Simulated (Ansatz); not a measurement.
Base system: CdSe in the wurtzite structure (space group P6_3mc, No. 186; a = 4.383 Å, c = 7.154 Å). Axes: x lies along a and z along c of the hexagonal cell.

The change: compressive biaxial strain of 4.42 % in the plane normal to [001], as in epitaxy on a mismatched substrate; the out-of-plane cell vector and the atoms relax.

Method: PBE (Ansatz, an electronic-structure program, PAW, scalar-relativistic without spin-orbit coupling).

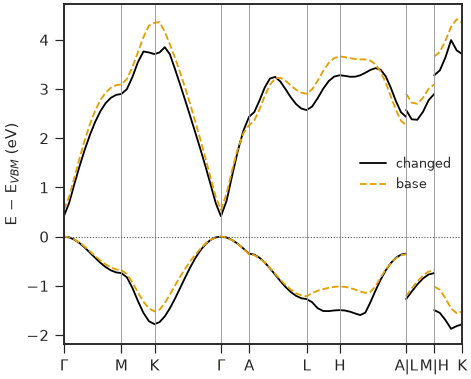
Fig. 1. Highest valence and lowest conduction band along the path, each from its own valence-band maximum

The gap is 0.42 eV, direct at Γ; the base has 0.54 eV.

No phonon test of stability was made.
